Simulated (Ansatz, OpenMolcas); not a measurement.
## A ladder of methods for SnNH4F (SMILES [NH2][SnH2][F])

SnNH4F has 7 atoms, charge 0, and is taken as a singlet. As SMILES, `[NH2][SnH2][F]`. Geometry: relaxed at PBE0-D4/def2-TZVP. This is one conformer, not always the lowest.

```xyz
7

N    -0.8246    0.0883   -0.9430
Sn    0.4977   -0.0651    0.5429
F     0.2339   -1.8275    1.2724
H    -1.5842    0.7414   -0.8296
H    -0.4695    0.1255   -1.8857
H     0.1131    0.9711    1.8338
H     2.0949   -0.1018   -0.0366
```

Each level gives the electronic atomisation energy (eV). The values are calculated. Electronic energies at fixed atoms, without zero-point motion or spin-orbit coupling.

| level | kind | program | value (eV) | less CCSD(T)/def2-SVP | CPU time (all runs) |
| --- | --- | --- | --- | --- | --- |
| M06-L/def2-SVP (core potential) | meta-GGA | OpenMolcas | 20.58 | +1.52 | 45 s |
| TPSS/def2-SVP (core potential) | meta-GGA | OpenMolcas | 20.73 | +1.67 | 43 s |
| BHLYP/def2-SVP (core potential) | global hybrid | Ansatz | 19.52 | +0.46 | 8.7 s |
| M06-2X/def2-SVP (core potential) | hybrid meta-GGA | OpenMolcas | 20.05 | +0.99 | 36 s |
| r2SCAN0/def2-SVP (core potential) | hybrid meta-GGA | Ansatz | 19.78 | +0.72 | 14 s |
| CAM-B3LYP/def2-SVP (core potential) | range-separated hybrid | Ansatz | 20.59 | +1.53 | 8.4 s |
| RPA@PBE/def2-SVP (core potential) | RPA | Ansatz | 18.38 | -0.68 | 12 s |
| CCSD(T)/def2-SVP (core potential) | coupled cluster or CI | Ansatz | 19.06 | 0.00 | 14 s |

Differences are taken from CCSD(T)/def2-SVP (core potential) for orientation; it has basis-set and higher-order errors of its own. Correlated wave functions underbind in double-zeta sets. The values span 18.38 to 20.73 eV. In the correlated wave-function rows the outer d shell of Sn is correlated, in sets not made for it. In so small a basis fixed costs decide the times, and correlated methods can beat functionals. Times are those of the runs behind each value, whatever else they computed, on shared processors of several kinds: orders of magnitude only.

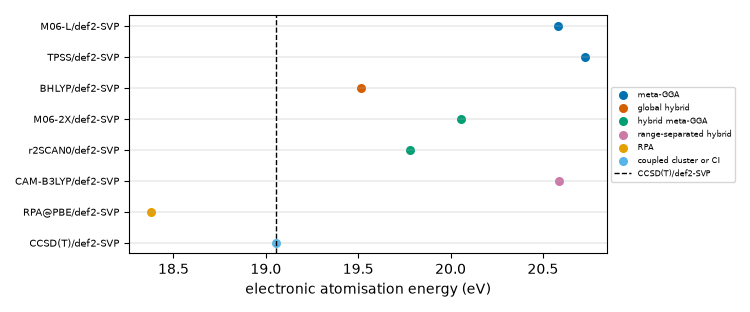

The values of the table, level by level.
